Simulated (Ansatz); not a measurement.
**Cl₂H₅HfNO₂: density, localisation and related maps**

Input

```
crystal:
  periodic: [false, false, false]
  atoms:
    - { symbol: Hf, position_ang: [-0.076066, -0.697286, -0.234004] }
    - { symbol: "N", position_ang: [0.676836, 0.3258, 2.909227] }
    - { symbol: H, position_ang: [-0.035315, 0.681826, 3.561452] }
    - { symbol: H, position_ang: [1.594722, 0.628914, 3.262265] }
    - { symbol: Cl, position_ang: [1.922263, 0.435568, -0.89084] }
    - { symbol: Cl, position_ang: [-1.964345, 0.713023, 0.15059] }
    - { symbol: O, position_ang: [-0.572226, -1.76635, -1.749159] }
    - { symbol: H, position_ang: [-1.104973, -2.076458, -2.499622] }
    - { symbol: O, position_ang: [0.22264, -2.057447, 1.248066] }
    - { symbol: H, position_ang: [0.155637, -3.025402, 1.148753] }
    - { symbol: H, position_ang: [0.649428, -0.717187, 2.958172] }
basis:
  gaussian: { orbitals: def2-SVP }
hamiltonian:
  xc: blyp
  dispersion: d4
relax:
  f_tol: 0.03
  max_steps: 50
output:
  orbitals: {}
```

Run with:

```sh
ansatz run input.yaml --threads 4 --pin off --max-ram 5120MiB --backend cpu --events-out ev --progress --plain --runs-dir out
```

The fields are those of the run's last geometry, not of the input's.

Core potentials replace the inner electrons of Hf.

Level of theory: RKS BLYP-D4/def2-SVP (Ansatz 0.2.0).

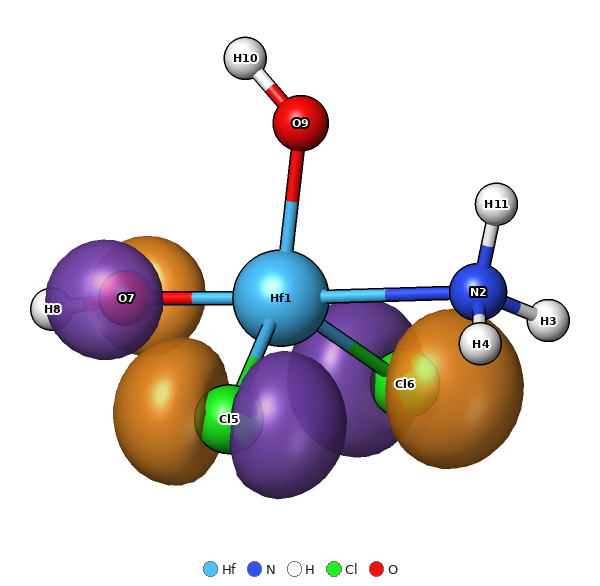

Figure 1. One frontier orbital at ±0.15 Å⁻³ᐟ² (orange and purple are the two phases), seen at a tilt.

Which orbital is it: HOMO or LUMO?

The HOMO, at −6.59 eV. By Hirshfeld shares it lies mainly on Cl6 (about 40 %), Cl5 (about 30 %) and O7 (about 20 %); largely a combination of lone pairs on Cl6, Cl5 and O7.

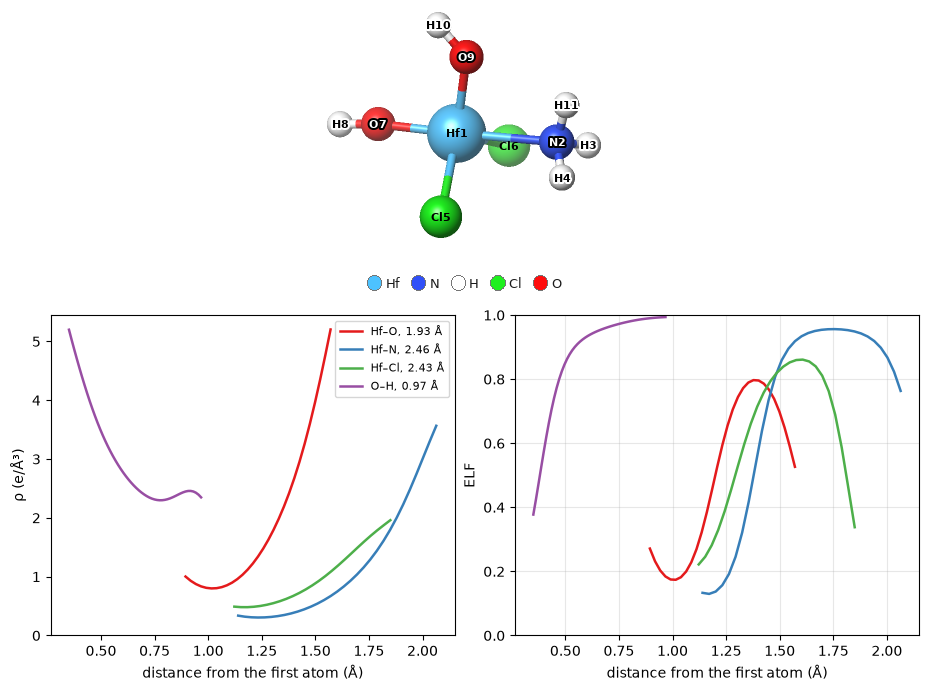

Figure 2. Electron density and ELF along straight lines between neighbouring atoms. The curves leave out the atomic cores. The structure is drawn too.

Compare the contacts.

Hf–O (1.93 Å): ρ is about 0.84 e/Å³ halfway; the ELF peaks at about 0.80 in the valence shell of O, 0.6 Å from its nucleus, and drops to about 0.15 between the two atoms.
Hf–N (2.46 Å): ρ is about 0.31 e/Å³ halfway; the ELF peaks at about 0.95 in the valence shell of N, 0.7 Å from its nucleus, and is about 0.15 at the midpoint.
Hf–Cl (2.43 Å): the density is about 0.49 e/Å³ at the midpoint; the ELF peaks at about 0.85 in the valence shell of Cl, 0.8 Å from its nucleus, and is about 0.35 at the midpoint.
O–H (0.97 Å): ρ is about 3.6 e/Å³ halfway; the ELF climbs to about 1 towards the hydrogen, as it does in any bond to H: a covalent bond by its length.

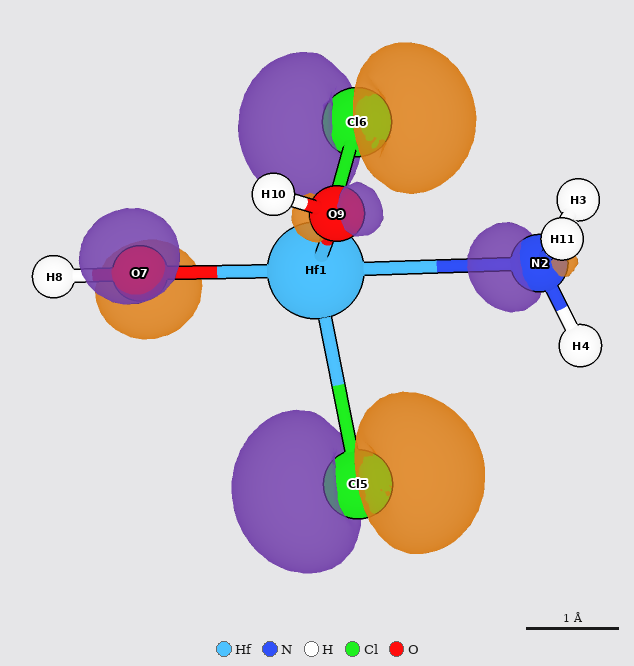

Figure 3. The HOMO−1 at ±0.15 Å⁻³ᐟ² (orange and purple are the two phases), seen from one side.

Describe this orbital and give its energy.

It lies mainly on Cl5 (about 40 %), Cl6 (about 35 %) and O7 (about 10 %); largely a combination of lone pairs on Cl5, Cl6 and O7. Its energy is −6.65 eV.
